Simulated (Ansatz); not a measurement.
# A computed series for ZnO: response to strain

Take ZnO in the wurtzite structure (space group P6_3mc, No. 186) as the base.

```xyz
4
Lattice="3.2795 0.0000 0.0000 -1.6397 2.8401 0.0000 0.0000 0.0000 5.2937" Properties=species:S:1:pos:R:3 pbc="T T T"
Zn     0.0000     1.8934     0.0077
Zn     1.6397     0.9467     2.6546
O      0.0000     1.8934     2.0145
O      1.6397     0.9467     4.6613
```

Cartesian axes are those of the cell as printed.

Strains are applied to the cell and any free atomic positions relax; under biaxial strain the out-of-plane vector relaxes too.

Level of theory: PBE in Ansatz (plane waves to 420 eV, PAW, no spin-orbit coupling).

Notes on the quantities. pressure: mean of the normal stresses, compression positive.

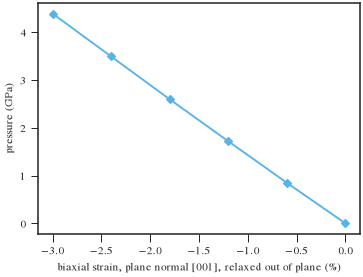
Figure: Pressure against biaxial strain, plane normal [001], relaxed out of plane

Question: From the plot, what is the pressure for biaxial strain −0.60 %, plane normal [001], relaxed out of plane?

Answer: About 0.9 GPa.

Question: Is the trend monotonic over the range shown?

Answer: Yes, it falls throughout, spanning 0.00 GPa to 4.39 GPa.

No phonon test of stability was made.

Ansatz is a quantum-chemistry and plane-wave program.
